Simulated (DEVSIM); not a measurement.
Device: Si n-p junction from an implanted or diffused profile, at 300 K.

| layer (left to right) | material | thickness (μm) | Na (cm⁻³) | τn (s) | τp (s) |
|---|---|---|---|---|---|
| 1 | Si | 160 | 3.5e15 | 7.5e-5 | 7.5e-5 |

Added donor profile: 5.2e18 cm⁻³ × exp(−(x − 0.12 μm)²/(2·(0.12 μm)²)). Left contact: ohmic. Right contact: ohmic. Voltage is applied to the left contact. Recombination: SRH at mid-gap, Auger. Mobility is μmin + (μ − μmin)/(1 + (N/Nref)^α).

This is a model device: material constants are rounded textbook-type values typed into the input, and sizes, dopings and lifetimes were drawn at random. Values at 300 K.

```csv
parameter,Si
gap (eV),1.124
affinity (eV),4.05
permittivity,11.7
Nc (cm⁻³),2.86e19
Nv (cm⁻³),3.1e19
μn (cm²/Vs),1417
μp (cm²/Vs),470
"μn,min",52
"μp,min",45
"Nref,n",9.7e16
"Nref,p",2.2e17
αn,0.68
αp,0.72
Cn (cm⁶/s),2.8e-31
Cp (cm⁶/s),9.9e-32
```

DEVSIM, 1D drift-diffusion, Boltzmann statistics, complete ionisation; no tunnelling, impact ionisation, image-force lowering or self-heating.

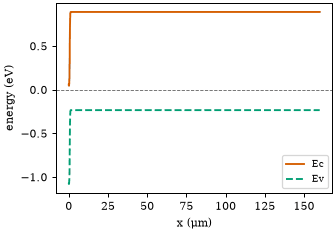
Figure: Band edges at zero bias

Energies count from the Fermi level of the right contact; mesh points crowd at the junctions.

```tsv
x (μm)	Ec (eV)	Ev (eV)	n (cm⁻³)	p (cm⁻³)	field (V/cm)
0.000	0.057	-1.067	3.2e18	< 1e2	-2100
0.02791	0.052	-1.072	3.9e18	< 1e2	-1700
0.06770	0.047	-1.077	4.7e18	< 1e2	-940
0.1199	0.044	-1.080	5.2e18	< 1e2	≈ 0
0.2199	0.053	-1.071	3.7e18	< 1e2	1800
0.3288	0.083	-1.041	1.1e18	100	3800
0.4440	0.140	-0.984	1.3e17	900	6400
0.5952	0.381	-0.743	1.1e13	1.0e7	22000
0.7254	0.631	-0.493	7.1e8	1.6e11	16000
1.028	0.875	-0.249	56000	2.1e15	1800
1.839	0.889	-0.235	33000	3.5e15	≈ 0
5.567	0.889	-0.235	33000	3.5e15	≈ 0
14.01	0.889	-0.235	33000	3.5e15	≈ 0
36.67	0.889	-0.235	33000	3.5e15	≈ 0
113.0	0.889	-0.235	33000	3.5e15	≈ 0
142.3	0.889	-0.235	33000	3.5e15	≈ 0
153.4	0.889	-0.235	33000	3.5e15	≈ 0
157.6	0.889	-0.235	33000	3.5e15	≈ 0
159.4	0.889	-0.235	33000	3.5e15	≈ 0
159.8	0.889	-0.235	33000	3.5e15	≈ 0
159.9	0.889	-0.235	33000	3.5e15	≈ 0
160.0	0.889	-0.235	33000	3.5e15	≈ 0
```
